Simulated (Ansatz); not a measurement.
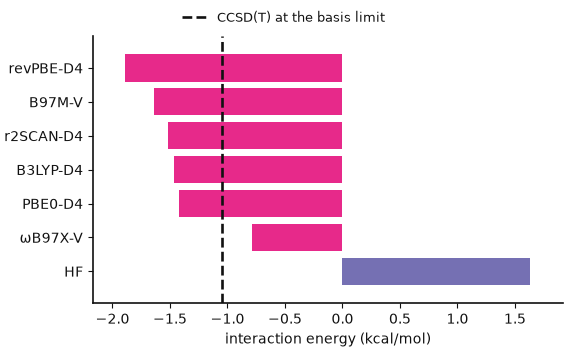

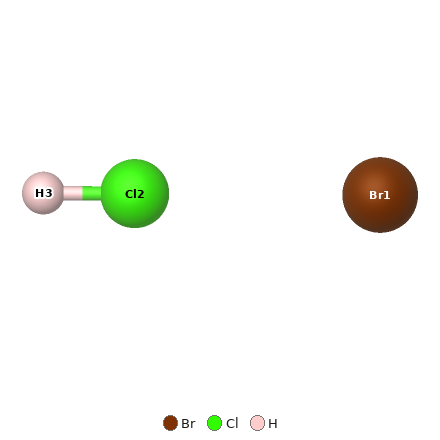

Counterpoise interaction energy of the pair Br⁻ and ClH (SMILES [Br-].Cl) at one optimised PBE0-D4 geometry, drawn, with the closest contact Br1···Cl2 3.45 Å (H···H pairs aside; other arrangements can bind more strongly; the cost of deforming the partners isn't counted), def2-TZVPPD, the Ansatz code 0.2.0; cores frozen in correlated methods. On heavy atoms the filled d shell below the valence is correlated. The line takes HF and MP2 limits from def2-TZVPPD and QZVPPD, and the coupled-cluster step in TZVPPD.

### Which level comes closest to the line (CCSD(T) at the basis limit), and which misses most?

Closest ωB97X-V (−0.79 kcal/mol), against −1.05 kcal/mol; farthest HF (1.63 kcal/mol).

### Give the values.

```csv
level,kcal/mol,less CCSD(T) at the basis limit
revPBE-D4,−1.89,−0.84
B97M-V,−1.64,−0.60
r2SCAN-D4,−1.52,−0.47
B3LYP-D4,−1.46,−0.42
PBE0-D4,−1.42,−0.38
ωB97X-V,−0.79,0.26
HF,1.63,2.68
CCSD(T) at the basis limit,−1.05,0.00
```

Limits of at least one run: large step from triple zeta makes the limit uncertain; no scalar relativity up to krypton.
